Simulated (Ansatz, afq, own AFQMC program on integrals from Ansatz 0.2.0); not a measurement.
**SiH2Br (doublet): AFQMC on the coupled-cluster ladder at distance Br1–H2 along a hydrogen transfer = 1.421 Å, cc-pVTZ**

How near does AFQMC come to the top of the ladder for SiH2Br (doublet)?

Computed with Ansatz 0.2.0, Gaussian basis, and an in-house AFQMC program (afq) on its integrals; all values are calculated. Level: cc-pVTZ, frozen cores.

The runs, in order: PBE (unrestricted); CCSD(T) on UHF; r2SCAN (unrestricted); PBE0 (unrestricted); CCSDT(Q) on UHF; B3LYP (unrestricted); wB97M-V (unrestricted); B2PLYP (unrestricted); Phaseless AFQMC, CISD trial on UHF.

9 further runs of the same task are left out: 1 that didn't finish, 8 set aside as unsound or not needed.

## Step 1: The geometry

The geometry derives from fragments relaxed apart (PBE0/def2-TZVP) and kept rigid, so it is no stationary point. A hydrogen atom is moved between rigid fragments. No spin-orbit coupling is included. The filled d shell of Br may be among the frozen orbitals whatever the setting's name suggests; the logs give the count.

4 atoms, charge 0, spin multiplicity 2.

Atoms are counted from 1 here; the program's logs count them from 0.

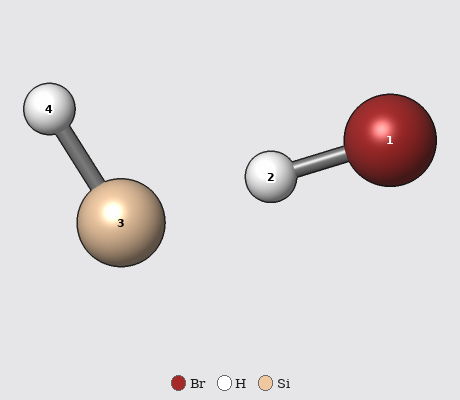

The structure; bromine red, hydrogen white, silicon light orange; atoms are numbered from 1 in the order of the file.

As a file:

```xyz
4
charge 0, multiplicity 2
Br   -2.05776    0.36988    0.00000
H    -0.63716    0.36988    0.00000
Si    1.14924    0.36988    0.00000
H     1.54568   -1.10963    0.00000
```

## Step 2: PBE (unrestricted)

The input, in.yaml:

```yaml
crystal:
  periodic: [false, false, false]
  atoms:
    - {symbol: Br, position_ang: [-2.057759, 0.369878, 0.000000]}
    - {symbol: H, position_ang: [-0.637159, 0.369878, 0.000000]}
    - {symbol: Si, position_ang: [1.149241, 0.369878, 0.000000]}
    - {symbol: H, position_ang: [1.545676, -1.109635, 0.000000]}
basis:
  gaussian: {orbitals: cc-pVTZ}
magnetization: {spin_polarized: true, initial_magnetization: 1}
hamiltonian: {xc: {name: PBE}}
output: {orbitals: {seedname: orbitals}}
```

Launch:

```bash
ansatz run in.yaml --threads 1 --pin off --events-out ev --progress --plain --max-ram 5120MiB --backend cpu
```

The log of the run:

```text
Functional definition: PBE
  name "PBE"
  cite "Perdew, Burke & Ernzerhof, Phys. Rev. Lett. 77, 3865 (1996) doi:10.1103/PhysRevLett.77.3865"
  parent pbe
  parameter kappa = 0.804
  parameter beta = 0.06672455060314922
  exchange = pbe_x(kappa = kappa, mu = beta*pi^2/3)
  correlation = pbe_c(beta = beta)
769 factors; their error is unknown
mean field evaluation 1: about -77939.3819 eV, gradient 1.1e1 eV
mean field evaluation 2: about -77938.0121 eV, gradient 1.6e1 eV
mean field evaluation 4: about -77940.2746 eV, gradient 1.6e0 eV
mean field evaluation 8: about -77940.2955 eV, gradient 1.2e-1 eV
mean field evaluation 16: about -77940.2703 eV, gradient 6.1e-5 eV
mean field evaluation 32: about -77940.2753 eV, gradient 8.3e-5 eV
mean field evaluation 64: about -77929.4538 eV, gradient 2.2e1 eV
mean field evaluation 96: about -77937.2448 eV, gradient 1.8e0 eV
mean field -77940.27526612 eV, -2864.2522862139 hartree, gradient 6.7e-6 eV, S^2 0.754830; 11 other end points of the search recorded, 0 dependent functions left out
reference -77940.27529719 eV, -2864.2522873557 hartree; 26, 25 occupied and 79, 80 virtual orbitals, 769 factors
Total energy: -77940.27529719 eV, -2864.2522873557 hartree
```

Wall time 18 s (1 thread of AMD EPYC 7R13 (Zen 3), shared host); peak memory 0.72 GiB.

From the report: ⟨S²⟩ of the determinant 0.755 (pure doublet: 0.75).

## Step 3: CCSD(T) on UHF

Edit in.yaml of step 2 so:

```diff
@@ -10,3 +10,2 @@
 magnetization: {spin_polarized: true, initial_magnetization: 1}
-hamiltonian: {xc: {name: PBE}}
-output: {orbitals: {seedname: orbitals}}
+correlation: {method: ccsd_t, electrons: outside_noble_gas, hamiltonian_folder: ham}
```

Launch:

```bash
ansatz run in.yaml --threads 1 --pin off --events-out ev --progress --plain --max-ram 15360MiB --backend cuda --devices 0, --max-vram 18GiB
```

The log of the run, cut to the lines that bear on the results:

```text
Functional definition: HF
  name "HF"
  cite "Fock, Z. Phys. 61, 126 (1930) doi:10.1007/BF01340294"
  parent pbe
[...]
639 factors; integrals over basis functions are off by at most 1.3e-3 eV
[...]
mean field -77891.49985904 eV, -2862.4598230650 hartree, gradient 2.5e-6 eV, S^2 0.923367; 15 other end points of the search recorded, 0 dependent functions left out
determinant -77891.49985904 eV, -2862.4598230650 hartree, with singles and doubles -77899.94014418 eV, -2862.7699978227 hartree
determinant -77891.48551243 eV, -2862.4592958366 hartree, with singles and doubles -77899.97325268 eV, -2862.7712145376 hartree
determinant -77891.46889938 eV, -2862.4586853184 hartree, with singles and doubles -77899.89811221 eV, -2862.7684531762 hartree
determinant -77891.44233195 eV, -2862.4577089831 hartree, with singles and doubles -77899.92150829 eV, -2862.7693129663 hartree
[...]
determinant -77891.49985904 eV, -2862.4598230650 hartree, with singles and doubles -77899.87540579 eV, -2862.7676187306 hartree
determinant -77891.48551243 eV, -2862.4592958366 hartree, with singles and doubles -77899.88116340 eV, -2862.7678303191 hartree
determinant -77891.46889938 eV, -2862.4586853184 hartree, with singles and doubles -77899.82798822 eV, -2862.7658761673 hartree
determinant -77891.44233195 eV, -2862.4577089831 hartree, with singles and doubles -77899.85659760 eV, -2862.7669275425 hartree
19 core orbitals not correlated: weight in the atoms' cores, before any rotation towards them, 1.000 or more for the frozen orbitals, at most 0.000 for the correlated occupied ones
reference -77891.48551243 eV, -2862.4592958366 hartree; 7, 6 occupied and 79, 80 virtual orbitals, 639 factors
second order -7.32006186 eV of doubles, -0.00000000 eV of singles
cycle   1  -8.39565312 eV  change   -2.1e-6 eV  update   7.4e-6
perturbative correction -0.31704961 eV, -0.0116513584 hartree
Total energy: -77900.19821516 eV, -2862.7794817563 hartree
```

Wall time 23 s (1 × NVIDIA H100 80GB HBM3 with 1 thread of AMD EPYC 7R13 (Zen 3), shared host); peak host memory 0.82 GiB.

From the report: ⟨S²⟩ of the determinant 0.787 (pure doublet: 0.75); correlation -8.7127 eV; T1 0.016; largest double amplitude 0.07.

This run also writes the integrals to the folder ham.

## Step 4: r2SCAN (unrestricted)

Edit in.yaml of step 3 so:

```diff
@@ -10,2 +10,2 @@
 magnetization: {spin_polarized: true, initial_magnetization: 1}
-correlation: {method: ccsd_t, electrons: outside_noble_gas, hamiltonian_folder: ham}
+hamiltonian: {xc: {name: r2SCAN}}
```

Launch:

```bash
ansatz run in.yaml --threads 1 --pin off --events-out ev --progress --plain --max-ram 5120MiB --backend cpu
```

The log of the run, cut to the lines that bear on the results:

```text
Functional definition: r2SCAN
  name "r2SCAN"
  cite "Furness, Kaplan, Ning, Perdew & Sun, J. Phys. Chem. Lett. 11, 8208 (2020) doi:10.1021/acs.jpclett.0c02405"
  cite "Furness, Kaplan, Ning, Perdew & Sun, J. Phys. Chem. Lett. 11, 9248 (2020) doi:10.1021/acs.jpclett.0c03077"
  parent r2scan
[...]
769 factors; their error is unknown
[...]
mean field -77953.65414280 eV, -2864.7439508634 hartree, gradient 7.5e-6 eV, S^2 0.761197; 9 other end points of the search recorded, 0 dependent functions left out
reference -77953.65415357 eV, -2864.7439512592 hartree; 26, 25 occupied and 79, 80 virtual orbitals, 769 factors
Total energy: -77953.65415357 eV, -2864.7439512592 hartree
```

Run time: 33 s. Hardware: 1 thread of AMD EPYC 7R13 (Zen 3), shared host; peak memory 0.72 GiB.

From the report: ⟨S²⟩ of the determinant 0.761 (pure doublet: 0.75).

## Step 5: PBE0 (unrestricted)

Edit in.yaml of step 4 so:

```diff
@@ -10,2 +10,3 @@
 magnetization: {spin_polarized: true, initial_magnetization: 1}
-hamiltonian: {xc: {name: r2SCAN}}
+hamiltonian: {xc: {name: PBE0}}
+output: {orbitals: {seedname: orbitals}}
```

The command is unchanged.

The log of the run:

```text
Functional definition: PBE0
  name "PBE0"
  cite "Adamo & Barone, J. Chem. Phys. 110, 6158 (1999) doi:10.1063/1.478522"
  cite "Perdew, Burke & Ernzerhof, Phys. Rev. Lett. 77, 3865 (1996) doi:10.1103/PhysRevLett.77.3865"
  parent pbe
  parameter a = 0.25
  parameter kappa = 0.804
  parameter beta = 0.06672455060314922
  exchange = (1 - a)*pbe_x(kappa = kappa, mu = beta*pi^2/3) + a*exact_x
  correlation = pbe_c(beta = beta)
817 factors; their error is unknown
mean field evaluation 1: about -77942.5787 eV, gradient 8.1e0 eV
mean field evaluation 2: about -77942.8038 eV, gradient 7.0e0 eV
mean field evaluation 4: about -77943.1363 eV, gradient 4.2e-1 eV
mean field evaluation 8: about -77943.3944 eV, gradient 1.8e-1 eV
mean field evaluation 16: about -77943.3945 eV, gradient 6.3e-5 eV
mean field evaluation 32: about -77942.4289 eV, gradient 4.3e0 eV
mean field -77943.39449934 eV, -2864.3669159204 hartree, gradient 8.4e-6 eV, S^2 0.758582; 2 other end points of the search recorded, 0 dependent functions left out
reference -77943.39452264 eV, -2864.3669167768 hartree; 26, 25 occupied and 79, 80 virtual orbitals, 817 factors
Total energy: -77943.39452264 eV, -2864.3669167768 hartree
```

Wall time 11 s (1 thread of AMD EPYC 7R13 (Zen 3), shared host); peak memory 0.72 GiB.

From the report: ⟨S²⟩ of the determinant 0.759 (pure doublet: 0.75).

## Step 6: CCSDT(Q) on UHF

Edit in.yaml of step 5 so:

```diff
@@ -10,3 +10,2 @@
 magnetization: {spin_polarized: true, initial_magnetization: 1}
-hamiltonian: {xc: {name: PBE0}}
-output: {orbitals: {seedname: orbitals}}
+correlation: {method: ccsdt_q, electrons: outside_noble_gas}
```

Launch:

```bash
ansatz run in.yaml --threads 1 --pin off --events-out ev --progress --plain --max-ram 15360MiB --backend cuda --devices 0, --max-vram 18GiB
```

The log of the run, cut to the lines that bear on the results:

```text
Functional definition: HF
  name "HF"
  cite "Fock, Z. Phys. 61, 126 (1930) doi:10.1007/BF01340294"
  parent pbe
[...]
1224 factors; integrals over basis functions are off by at most 2.4e-7 eV
[...]
mean field -77891.49989340 eV, -2862.4598243274 hartree, gradient 3.0e-6 eV, S^2 0.923373; 17 other end points of the search recorded, 0 dependent functions left out
determinant -77891.49989340 eV, -2862.4598243274 hartree, with singles and doubles -77899.94025600 eV, -2862.7700019319 hartree
determinant -77891.48554524 eV, -2862.4592970425 hartree, with singles and doubles -77899.97379681 eV, -2862.7712345342 hartree
determinant -77891.46894555 eV, -2862.4586870151 hartree, with singles and doubles -77899.89828108 eV, -2862.7684593823 hartree
determinant -77891.44237929 eV, -2862.4577107229 hartree, with singles and doubles -77899.92167303 eV, -2862.7693190206 hartree
[...]
determinant -77889.14524048 eV, -2862.3732924289 hartree, with singles and doubles -77897.29546477 eV, -2862.6728076470 hartree
determinant -77888.06048901 eV, -2862.3334285474 hartree, with singles and doubles -77896.59632751 eV, -2862.6471148267 hartree
determinant -77888.04221853 eV, -2862.3327571197 hartree, with singles and doubles -77896.53417832 eV, -2862.6448308859 hartree
determinant -77891.44237929 eV, -2862.4577107229 hartree, with no singles and doubles
19 core orbitals not correlated: weight in the atoms' cores, before any rotation towards them, 1.000 or more for the frozen orbitals, at most 0.000 for the correlated occupied ones
reference -77891.48554524 eV, -2862.4592970425 hartree; 7, 6 occupied and 79, 80 virtual orbitals, 1224 factors
second order -7.32009714 eV of doubles, -0.00000000 eV of singles
cycle   1  -8.05323981 eV  change   -7.3e-1 eV  update   8.9e-2
[...]
cycle  19  -8.74902785 eV  change   -6.7e-7 eV  update   1.4e-6
perturbative correction -0.01435840 eV, -0.0005276615 hartree
Total energy: -77900.24893150 eV, -2862.7813455473 hartree
```

It took 62 s on 1 × NVIDIA H100 80GB HBM3 with 1 thread of AMD EPYC 7R13 (Zen 3), shared host; peak host memory 1 GiB.

From the report: ⟨S²⟩ of the determinant 0.787 (pure doublet: 0.75); correlation -8.7634 eV; T1 0.017; largest double amplitude 0.08.

## Step 7: B3LYP (unrestricted)

Edit in.yaml of step 6 so:

```diff
@@ -10,2 +10,2 @@
 magnetization: {spin_polarized: true, initial_magnetization: 1}
-correlation: {method: ccsdt_q, electrons: outside_noble_gas}
+hamiltonian: {xc: {name: B3LYP}}
```

Launch:

```bash
ansatz run in.yaml --threads 1 --pin off --events-out ev --progress --plain --max-ram 5120MiB --backend cpu
```

The log of the run, cut to the lines that bear on the results:

```text
Functional definition: B3LYP
  name "B3LYP"
  cite "Stephens, Devlin, Chabalowski & Frisch, J. Phys. Chem. 98, 11623 (1994) doi:10.1021/j100096a001"
  cite "Becke, Phys. Rev. A 38, 3098 (1988) doi:10.1103/PhysRevA.38.3098"
  cite "Lee, Yang & Parr, Phys. Rev. B 37, 785 (1988) doi:10.1103/PhysRevB.37.785"
  cite "Vosko, Wilk & Nusair, Can. J. Phys. 58, 1200 (1980) doi:10.1139/p80-159"
[...]
808 factors; their error is unknown
[...]
mean field -77956.38921987 eV, -2864.8444630919 hartree, gradient 7.8e-6 eV, S^2 0.755921; 5 other end points of the search recorded, 0 dependent functions left out
reference -77956.38942941 eV, -2864.8444707922 hartree; 26, 25 occupied and 79, 80 virtual orbitals, 808 factors
Total energy: -77956.38942941 eV, -2864.8444707922 hartree
```

Wall time 26 s (1 thread of AMD EPYC 7R13 (Zen 3), shared host); peak memory 0.72 GiB.

From the report: ⟨S²⟩ of the determinant 0.756 (pure doublet: 0.75).

## Step 8: wB97M-V (unrestricted)

Edit in.yaml of step 7 so:

```diff
@@ -10,2 +10,3 @@
 magnetization: {spin_polarized: true, initial_magnetization: 1}
-hamiltonian: {xc: {name: B3LYP}}
+hamiltonian: {xc: {name: wB97M-V}}
+output: {orbitals: {seedname: orbitals}}
```

Launched as before.

The log of the run, cut to the lines that bear on the results:

```text
Functional definition: wB97M-V
  name "wB97M-V"
  cite "Mardirossian & Head-Gordon, J. Chem. Phys. 144, 214110 (2016) doi:10.1063/1.4952647"
  cite "Becke, J. Chem. Phys. 107, 8554 (1997) doi:10.1063/1.475007"
  cite "Vydrov & Van Voorhis, J. Chem. Phys. 133, 244103 (2010) doi:10.1063/1.3521275"
  # Of w^i u^j: cxij and so on, Table III.
[...]
  gx(w, u) = 1 - cx + cx01*u + cx10*w
  gss(w, u) = css00 + css04*u^4 + css10*w + css20*w^2 + css43*w^4*u^3
  gos(w, u) = cos00 + cos10*w + (cos20 + cos21*u)*w^2 + (cos60 + cos61*u)*w^6
[...]
      + integral(e_c_pw_mod_opposite_spin*gos(b97_w_opposite, b97_u_opposite)) + vv10(b, c)
800 factors; their error is unknown
145 factors; integrals over basis functions are off by at most 4.1e-5 eV
[...]
mean field -77950.12047705 eV, -2864.6140910424 hartree, gradient 5.1e-6 eV, S^2 0.754427; 1 other end points of the search recorded, 0 dependent functions left out
reference -77950.12051244 eV, -2864.6140923429 hartree; 26, 25 occupied and 79, 80 virtual orbitals, 800 factors
Total energy: -77950.12051244 eV, -2864.6140923429 hartree
```

It took 50 s on 1 thread of AMD EPYC 7R13 (Zen 3), shared host; peak memory 1.1 GiB.

From the report: ⟨S²⟩ of the determinant 0.754 (pure doublet: 0.75).

## Step 9: B2PLYP (unrestricted)

Edit in.yaml of step 8 so:

```diff
@@ -10,3 +10,3 @@
 magnetization: {spin_polarized: true, initial_magnetization: 1}
-hamiltonian: {xc: {name: wB97M-V}}
-output: {orbitals: {seedname: orbitals}}
+hamiltonian: {xc: {name: B2PLYP}}
+correlation: {electrons: outside_noble_gas}
```

The command is unchanged.

The log of the run, cut to the lines that bear on the results:

```text
Functional definition: B2PLYP
  name "B2PLYP"
  cite "Grimme, J. Chem. Phys. 124, 034108 (2006) doi:10.1063/1.2148954"
  cite "Becke, Phys. Rev. A 38, 3098 (1988) doi:10.1103/PhysRevA.38.3098"
  cite "Lee, Yang & Parr, Phys. Rev. B 37, 785 (1988) doi:10.1103/PhysRevB.37.785"
[...]
639 factors; integrals over basis functions are off by at most 1.3e-3 eV
[...]
mean field -77937.69387736 eV, -2864.1574219266 hartree, gradient 5.5e-6 eV, S^2 0.764319; 4 other end points of the search recorded, 0 dependent functions left out
19 core orbitals not correlated: weight in the atoms' cores, before any rotation towards them, 1.000 or more for the frozen orbitals, at most 0.000 for the correlated occupied ones
reference -77937.69401111 eV, -2864.1574268420 hartree; 7, 6 occupied and 79, 80 virtual orbitals, 639 factors
second order -9.04302618 eV of doubles, -0.00000000 eV of singles
Total energy: -77940.13562818 eV, -2864.2471546143 hartree
```

Run time: 20 s. Hardware: 1 thread of AMD EPYC 7R13 (Zen 3), shared host; peak memory 1.6 GiB.

From the report: ⟨S²⟩ of the determinant 0.764 (pure doublet: 0.75).

## Step 10: Phaseless AFQMC, CISD trial on UHF

It reads the integrals that the CCSD(T) run on this determinant wrote.

Launch:

```bash
afq ham --method phaseless --trial cisd --walkers 1500 --populations 20 --least-time 60 --time-step 0.005 --steps-per-block 50 --equilibration-blocks 28 --max-blocks 4000 --target-error 0.00021 --factor-cut 1e-05 --start spin_pure --seed 3417 --release-times 0.24,0.51,0.99,1.62,2.4 --release-step 0.03 --release-every 3 --taylor-order 6
```

The log of the run:

```text
orbitals 86  electrons 7 6  factors 575 of 639
reference energy -2862.45929584 Eh
CCSD correlation -0.30853479 Eh in 13 cycles, weight of the determinant in the CISD state 0.8461
energy of the start -2862.765793 Eh
 block  time / (1/Eh)  mean weight  energy / Eh
     1     0.250  1.0001  -2862.761432
     2     0.500  1.0001  -2862.764717
     3     0.750  1.0000  -2862.768682
     4     1.000  0.9998  -2862.772324
     5     1.250  0.9999  -2862.774437
     6     1.500  0.9999  -2862.776790
     7     1.750  0.9998  -2862.777518
     8     2.000  1.0000  -2862.779220
     9     2.250  1.0001  -2862.778810
    10     2.500  1.0001  -2862.779835
    11     2.750  1.0005  -2862.780760
    13     3.250  0.9997  -2862.780773
    15     3.750  1.0001  -2862.781928
    17     4.250  0.9999  -2862.780981
    19     4.750  0.9999  -2862.780479
    21     5.250  0.9998  -2862.780797
    23     5.750  1.0003  -2862.782280
    25     6.250  1.0001  -2862.780119
    27     6.750  1.0004  -2862.780461
    29     7.250  1.0008  -2862.779856
    31     7.750  1.0000  -2862.780099
    33     8.250  1.0001  -2862.780378
    35     8.750  1.0001  -2862.780378
    37     9.250  0.9998  -2862.781761
    39     9.750  1.0003  -2862.780479
    41    10.250  0.9999  -2862.780520
    43    10.750  1.0000  -2862.780018
    45    11.250  1.0000  -2862.780285
    47    11.750  0.9998  -2862.782049
    49    12.250  0.9998  -2862.780742
    51    12.750  1.0000  -2862.780547
    53    13.250  1.0002  -2862.780031
    55    13.750  0.9995  -2862.779984
    57    14.250  1.0002  -2862.780147
    59    14.750  1.0005  -2862.779951
    61    15.250  1.0001  -2862.779037
    63    15.750  1.0003  -2862.779309
    65    16.250  0.9997  -2862.780081
    67    16.750  1.0004  -2862.780756
    69    17.250  1.0000  -2862.780975
    71    17.750  1.0005  -2862.780063
    73    18.250  1.0007  -2862.781623
    75    18.750  1.0002  -2862.780450
    77    19.250  0.9999  -2862.780135
    79    19.750  1.0008  -2862.780576
    81    20.250  0.9999  -2862.781093
    83    20.750  1.0007  -2862.780144
    85    21.250  0.9993  -2862.780023
    87    21.750  0.9999  -2862.780241
error from the spread of 20 populations
released: time / (1/Eh)  energy / Eh  error  mean overlap
  0.24  -2862.780588  0.000212  1.0044
  0.51  -2862.780862  0.000205  0.9995
  0.99  -2862.781321  0.000169  0.9936
  1.62  -2862.781083  0.000278  0.9916
  2.40  -2862.781303  0.000386  0.9931
energy -2862.780485 +/- 0.000207 Eh
```

It took 81 s on 1 × NVIDIA H100 80GB HBM3 with 2 threads of AMD EPYC 7R13 (Zen 3), shared host; peak host memory 1.6 GiB.

Energy -77900.2255 ± 0.0056 eV. Caveats: constraint bias not in the error.

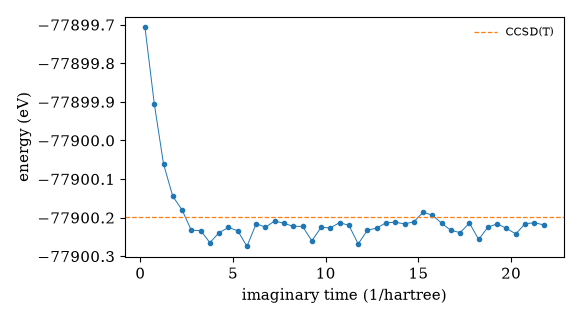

Block energies along the walk.

## Step 11: AFQMC on the ladder

On the UHF determinant, counted from CCSDT(Q) (a yardstick, not exact):

```tsv
level	energy (eV)	from CCSDT(Q) (meV)	statistical error (meV)	time
HF	-77891.4855	+8763.4		
MP2	-77898.8056	+1443.4		
CCSD	-77899.8812	+367.8		
CCSD(T)	-77900.1982	+50.7		
CCSDT(Q)	-77900.2489	0.0		
Phaseless AFQMC, CISD trial, step 0.005, 1500 walkers	-77900.2255	+23.4	5.6	81 s
```

The functionals' totals stand on their own zeros and serve differences with other points: PBE -77940.275 eV; r2SCAN -77953.654 eV; PBE0 -77943.395 eV; B3LYP -77956.389 eV; wB97M-V -77950.121 eV; B2PLYP -77940.136 eV.

## Step 12: What came out

| quantity | value |
| --- | --- |
| CCSD(T) on UHF from CCSDT(Q) | +50.7 meV |
| Phaseless AFQMC, CISD trial on UHF from CCSDT(Q) | +23.4 ± 5.6 meV |

What this shows: On UHF the phaseless walk with the CISD trial lies +23.4 meV from CCSDT(Q), 4 times its error bar. Error bars are statistical and leave out the constraint, the time step and what remains of the start.
